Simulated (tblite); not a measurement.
**Geometry relaxation of C2H10GaNS**

System: C2H10GaNS.
Method: GFN2-xTB geometry optimisation, gas phase (tblite 0.8.0).

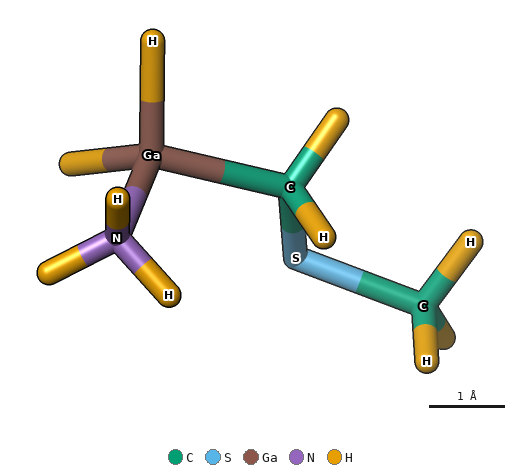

*The starting structure (stick view, seen at a tilt). Sticks mark near contacts.*

## Key numbers

| quantity | value |
| --- | --- |
| outcome | converged |
| total energy | −454.7269 eV |
| hardware | 1 CPU thread, shared host |
| wall time | 1.4 s |
| peak memory | 0.18 GiB |

## Input
```
{"job": {"kind": "relax", "xc": "GFN2-xTB", "basis": "xTB"}, "charge": 0, "multiplicity": 1}
C      2.889600     0.774100     0.554200
S      1.360700     0.030300     1.233200
C      0.458500    -0.531400    -0.234500
Ga    -1.442200    -0.961400     0.139600
N     -2.526000     0.421800    -0.597100
H      3.632300     0.983600     1.321600
H      3.230800     0.061200    -0.228100
H      2.553300     1.686300     0.024400
H      1.043900    -1.404700    -0.607200
H      0.487900     0.325100    -0.955600
H     -1.798400    -2.310900    -0.694100
H     -1.745300    -1.200800     1.712800
H     -1.939500     1.240600    -0.849100
H     -3.200500     0.768800     0.115000
H     -3.009400     0.125400    -1.474000
```

The first line tells a small driver script what to run in tblite; the rest is the geometry in Å.

Run as:
```bash
OMP_NUM_THREADS=1 python <driver script> task.json out
```

## Log
```
step      E/eV     max force
  0    -453.93438    3.089
  1    -454.18168    2.182
  2    -454.36020    1.016
  3    -454.42325    0.579
  4    -454.45866    0.399
  5    -454.47443    0.308
  6    -454.48714    0.316
  7    -454.49620    0.257
  8    -454.50274    0.243
  9    -454.50769    0.213
 10    -454.51278    0.183
 11    -454.51679    0.163
 12    -454.51957    0.199
 13    -454.52187    0.171
 14    -454.52395    0.108
 15    -454.52560    0.091
 16    -454.52694    0.093
 17    -454.52818    0.095
 18    -454.52928    0.084
 19    -454.53016    0.070
 20    -454.53098    0.082
 21    -454.53209    0.105
 22    -454.53379    0.133
 23    -454.53600    0.134
 24    -454.53833    0.150
 25    -454.54069    0.147
 26    -454.54332    0.131
 27    -454.54647    0.177
 28    -454.54963    0.205
 29    -454.55219    0.180
 30    -454.55470    0.119
 31    -454.55773    0.170
 32    -454.56147    0.207
 33    -454.56539    0.183
 34    -454.56835    0.119
 35    -454.57040    0.116
 36    -454.57206    0.143
 37    -454.57323    0.175
 38    -454.57484    0.129
 39    -454.57649    0.081
 40    -454.57786    0.093
 41    -454.57953    0.106
 42    -454.58098    0.107
 43    -454.58224    0.083
 44    -454.58328    0.088
 45    -454.58419    0.086
 46    -454.58516    0.115
 47    -454.58627    0.129
 48    -454.58751    0.094
 49    -454.58869    0.095
 50    -454.58973    0.073
 51    -454.59065    0.097
 52    -454.59158    0.099
 53    -454.59256    0.090
 54    -454.59348    0.092
 55    -454.59447    0.114
 56    -454.59604    0.172
 57    -454.59854    0.220
 58    -454.60360    0.280
 59    -454.61393    0.333
 60    -454.62059    0.320
 61    -454.62422    0.521
 62    -454.63301    0.172
 63    -454.63715    0.130
 64    -454.64422    0.430
 65    -454.65212    0.160
 66    -454.65709    0.120
 67    -454.65301    0.547
 68    -454.66502    0.121
 69    -454.66774    0.123
 70    -454.66974    0.465
 71    -454.67536    0.145
 72    -454.67808    0.126
 73    -454.68550    0.190
 74    -454.68771    0.200
 75    -454.69087    0.130
 76    -454.69356    0.089
 77    -454.69430    0.088
 78    -454.69517    0.107
 79    -454.69653    0.109
 80    -454.69998    0.111
 81    -454.70229    0.113
 82    -454.70528    0.124
 83    -454.70796    0.141
 84    -454.70916    0.149
 85    -454.71156    0.105
 86    -454.71276    0.094
 87    -454.71378    0.065
 88    -454.71435    0.076
 89    -454.71521    0.084
 90    -454.71609    0.088
 91    -454.71718    0.102
 92    -454.71852    0.107
 93    -454.71991    0.087
 94    -454.72075    0.054
 95    -454.72107    0.044
 96    -454.72121    0.043
 97    -454.72145    0.039
 98    -454.72175    0.048
 99    -454.72225    0.045
100    -454.72257    0.049
101    -454.72288    0.049
102    -454.72320    0.061
103    -454.72357    0.056
104    -454.72391    0.040
105    -454.72418    0.036
106    -454.72432    0.022
107    -454.72439    0.022
108    -454.72443    0.019
109    -454.72448    0.016
110    -454.72454    0.018
111    -454.72463    0.023
112    -454.72474    0.029
113    -454.72489    0.029
114    -454.72509    0.032
115    -454.72531    0.035
116    -454.72549    0.027
117    -454.72562    0.031
118    -454.72570    0.029
119    -454.72576    0.022
120    -454.72584    0.019
121    -454.72590    0.021
122    -454.72597    0.020
123    -454.72606    0.026
124    -454.72618    0.027
125    -454.72632    0.026
126    -454.72643    0.019
127    -454.72649    0.017
128    -454.72655    0.020
129    -454.72662    0.022
130    -454.72669    0.021
131    -454.72675    0.021
132    -454.72680    0.020
133    -454.72683    0.017
134    -454.72686    0.011
135    -454.72688    0.007
```

## Trajectory as extended XYZ (Å, eV, eV/Å), 7 of the 136 frames kept, from step=0 to step=135
```
15
Properties=species:S:1:pos:R:3:forces:R:3 step=0 energy=-453.93438
C     2.8896    0.7741    0.5542   -0.5560  -0.1320  -1.4670
S     1.3607    0.0303    1.2332   -0.0620   0.1750   0.9700
C     0.4585   -0.5314   -0.2345    0.7990   0.3460  -0.6030
Ga   -1.4422   -0.9614    0.1396    0.7120  -2.6650   1.3910
N    -2.5260    0.4218   -0.5971   -1.0050   1.6220  -0.7650
H     3.6323    0.9836    1.3216   -0.3500  -0.1910  -0.1870
H     3.2308    0.0612   -0.2281    0.2130   0.4350   0.6750
H     2.5533    1.6863    0.0244    0.4700  -0.2170   0.4020
H     1.0439   -1.4047   -0.6072   -0.3160   0.6080  -0.2100
H     0.4879    0.3251   -0.9556    0.3740  -0.5340   0.0300
H    -1.7984   -2.3109   -0.6941   -0.1570   0.5850   0.2070
H    -1.7453   -1.2008    1.7128   -0.1510   0.3130  -0.6930
H    -1.9395    1.2406   -0.8491   -0.2930  -0.3590   0.1090
H    -3.2005    0.7688    0.1150    0.1820  -0.2720  -0.6410
H    -3.0094    0.1254   -1.4740    0.1410   0.2860   0.7820
15
Properties=species:S:1:pos:R:3:forces:R:3 step=22 energy=-454.53379
C     2.8476    0.7713    0.5242    0.0050   0.0040  -0.0430
S     1.3188    0.0902    1.2412   -0.1170  -0.0410  -0.0470
C     0.5432   -0.5429   -0.2870    0.0060  -0.0090  -0.0710
Ga   -1.3188   -1.1885    0.2041    0.0420   0.0760   0.0160
N    -2.5379    0.4611   -0.5738   -0.0560   0.0620  -0.0410
H     3.5391    0.9634    1.3371   -0.0230   0.0200   0.0160
H     3.2714    0.0390   -0.1592    0.0080   0.0320   0.0290
H     2.6149    1.6968    0.0011    0.0550  -0.0300  -0.0090
H     1.2043   -1.3232   -0.6887   -0.0460   0.0590   0.0270
H     0.5300    0.2866   -1.0106    0.0430  -0.0620   0.0390
H    -1.9548   -2.3163   -0.6495   -0.0160  -0.0490  -0.0550
H    -1.8195   -1.1249    1.6574    0.0220   0.0070   0.0840
H    -1.9715    1.2765   -0.8092   -0.0350  -0.0430   0.0320
H    -3.2494    0.7613    0.0932    0.0650  -0.0460   0.0060
H    -3.0217    0.1577   -1.4191    0.0450   0.0220   0.0150
15
Properties=species:S:1:pos:R:3:forces:R:3 step=45 energy=-454.58419
C     2.7799    0.7703    0.5854   -0.0310  -0.0080  -0.0140
S     1.0799    0.2475    1.0051    0.0620   0.0570   0.0190
C     0.5573   -0.5822   -0.5330   -0.0040  -0.0020   0.0470
Ga   -1.2609   -1.1744    0.1486    0.0000  -0.0250  -0.0600
N    -2.5213    0.4741   -0.5092   -0.0010   0.0110   0.0250
H     3.2692    1.0797    1.5044   -0.0720  -0.0260  -0.0270
H     3.3029   -0.0772    0.1510    0.0140   0.0300   0.0070
H     2.7421    1.6024   -0.1122    0.0190  -0.0200  -0.0350
H     1.2855   -1.3660   -0.7586    0.0080  -0.0470   0.0230
H     0.5880    0.1456   -1.3515   -0.0250   0.0210   0.0170
H    -2.0651   -2.3130   -0.5472    0.0100   0.0050  -0.0230
H    -1.5193   -1.0418    1.6649   -0.0030   0.0040  -0.0030
H    -2.0236    1.3619   -0.5524    0.0420   0.0140   0.0340
H    -3.2636    0.5719    0.1815   -0.0350  -0.0020   0.0090
H    -2.9555    0.3092   -1.4157    0.0160  -0.0140  -0.0190
15
Properties=species:S:1:pos:R:3:forces:R:3 step=68 energy=-454.66502
C     2.7319    0.8541    0.4750   -0.0220  -0.0080  -0.0220
S     0.9600    0.5959    0.8196    0.0420  -0.0490  -0.0680
C     0.5265   -0.6435   -0.4532    0.0230   0.0110   0.0240
Ga   -1.3262   -1.2684    0.0797   -0.0120  -0.0260  -0.0340
N    -2.4365    0.4975   -0.3426   -0.0170  -0.0290  -0.0280
H     3.1343    1.4696    1.2742   -0.0570  -0.0020  -0.0330
H     3.2321   -0.1103    0.4638   -0.0110  -0.0210   0.0230
H     2.8559    1.3529   -0.4837   -0.0410   0.0000   0.0250
H     1.2909   -1.4297   -0.4390    0.0020   0.0850   0.0650
H     0.5796   -0.1471   -1.4301    0.0280  -0.0250  -0.0150
H    -2.0632   -2.2239   -0.8890   -0.0260  -0.0640   0.0030
H    -1.6881   -1.3741    1.5747    0.0290  -0.0320  -0.0160
H    -1.9086    1.2429    0.1104   -0.0480   0.1010   0.0470
H    -3.3827    0.4792    0.0370    0.0580   0.0320   0.0690
H    -2.5105    0.7130   -1.3355    0.0520   0.0270  -0.0390
15
Properties=species:S:1:pos:R:3:forces:R:3 step=90 energy=-454.71609
C     2.6080    0.9128    0.4023    0.0400   0.0210  -0.0070
S     0.8033    0.7686    0.5137    0.0190  -0.0360   0.0040
C     0.5514   -0.7348   -0.4888    0.0280  -0.0510  -0.0370
Ga   -1.3341   -1.3144   -0.0375   -0.0010  -0.0070  -0.0010
N    -2.3286    0.5531   -0.1680   -0.0130   0.0210  -0.0090
H     2.9107    1.7559    1.0155   -0.0080  -0.0190   0.0020
H     3.0519   -0.0082    0.7772    0.0170   0.0820  -0.0280
H     2.8881    1.0869   -0.6355    0.0040  -0.0390   0.0560
H     1.3196   -1.4562   -0.1832   -0.0380   0.0580   0.0310
H     0.7528   -0.4684   -1.5334   -0.0230  -0.0200  -0.0080
H    -2.1351   -2.1192   -1.0902   -0.0160   0.0080  -0.0040
H    -1.6554   -1.6149    1.4388    0.0040  -0.0300   0.0120
H    -1.9383    1.1671    0.5508   -0.0060  -0.0280  -0.0580
H    -3.3360    0.4885   -0.0255    0.0020   0.0130   0.0110
H    -2.1625    0.9912   -1.0748   -0.0110   0.0260   0.0360
15
Properties=species:S:1:pos:R:3:forces:R:3 step=112 energy=-454.72474
C     2.5892    0.9666    0.3546   -0.0060  -0.0030   0.0030
S     0.7836    0.7836    0.4029   -0.0020   0.0080  -0.0140
C     0.5617   -0.8078   -0.4631    0.0000   0.0040   0.0160
Ga   -1.3639   -1.3377   -0.1000   -0.0060   0.0080   0.0010
N    -2.3009    0.5708   -0.0978    0.0160   0.0070   0.0050
H     2.8276    1.9065    0.8409   -0.0010   0.0150   0.0010
H     3.0457    0.1416    0.8948    0.0110  -0.0180  -0.0070
H     2.9238    0.9841   -0.6796   -0.0120  -0.0130   0.0040
H     1.2885   -1.5004   -0.0263    0.0180  -0.0140   0.0060
H     0.8340   -0.6553   -1.5138    0.0050   0.0080  -0.0040
H    -2.1791   -2.0141   -1.2305    0.0080   0.0020  -0.0020
H    -1.7245   -1.7689    1.3389   -0.0030   0.0020  -0.0070
H    -1.9142    1.0899    0.6925   -0.0030   0.0000  -0.0020
H    -3.3160    0.5577   -0.0110   -0.0220  -0.0140   0.0120
H    -2.0598    1.0914   -0.9413   -0.0040   0.0060  -0.0120
15
Properties=species:S:1:pos:R:3:forces:R:3 step=135 energy=-454.72688
C     2.5991    0.9714    0.3298   -0.0030   0.0000  -0.0010
S     0.7957    0.7866    0.4212   -0.0020   0.0020  -0.0030
C     0.5768   -0.8233   -0.4082    0.0000  -0.0060  -0.0020
Ga   -1.3694   -1.3271   -0.1283    0.0050   0.0010   0.0040
N    -2.3091    0.5787   -0.0886   -0.0040  -0.0030   0.0000
H     2.8463    1.9341    0.7649    0.0030   0.0000   0.0020
H     3.0710    0.1713    0.8944    0.0000  -0.0020   0.0010
H     2.9071    0.9391   -0.7122    0.0040   0.0020   0.0000
H     1.2806   -1.5161    0.0670   -0.0020   0.0040   0.0000
H     0.8855   -0.6970   -1.4529    0.0000   0.0000   0.0010
H    -2.1437   -1.9598   -1.3109   -0.0020  -0.0010  -0.0040
H    -1.7991   -1.7946    1.2803    0.0000  -0.0040   0.0010
H    -1.9029    1.0956    0.6930    0.0030   0.0060   0.0000
H    -3.3186    0.5308    0.0461    0.0000   0.0020   0.0000
H    -2.1239    1.1182   -0.9346   -0.0020  -0.0020   0.0010
```

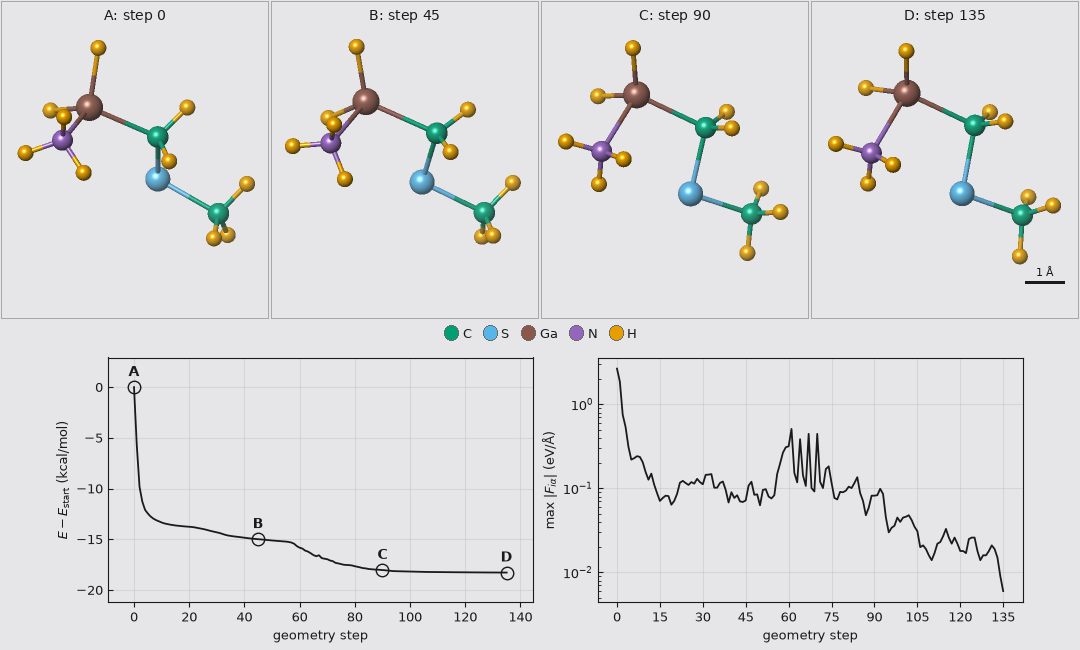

*Frames of the relaxation (ball-and-stick view, seen at a tilt) above the curves, on which the letters mark them (steps are counted from 0).*

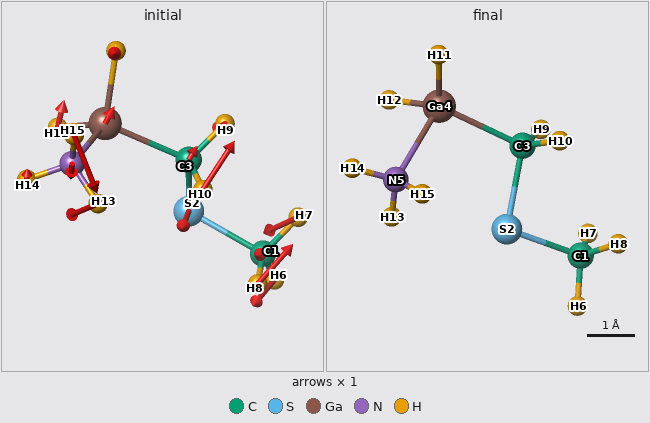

*Before (left) and after (right) the relaxation, at one scale (ball-and-stick view, seen at a tilt). The red arrows give the displacements, at true length.*

After 135 geometry steps the energy has fallen by 18.3 kcal/mol. Largest force component: 2.7 eV/Å at the start, 0.006 eV/Å at the end. The largest move after the best rigid fit is that of H13, 1.44 Å. Largest moves by element: H 1.44 Å, S 1.26 Å, N 0.52 Å, Ga 0.42 Å, C 0.39 Å. Among the contacts that change: Ga4–N5 1.905 → 2.125 Å, Ga4–H11 1.626 → 1.549 Å, Ga4–H12 1.620 → 1.545 Å, C3–Ga4 1.984 → 2.030 Å. Among the angles that change: N5–Ga4–H12 112.1° → 97.5°, C3–Ga4–H11 107.0° → 118.4°, S2–C3–Ga4 113.0° → 105.7°. (Atoms are counted from 1 in the order of the input.)
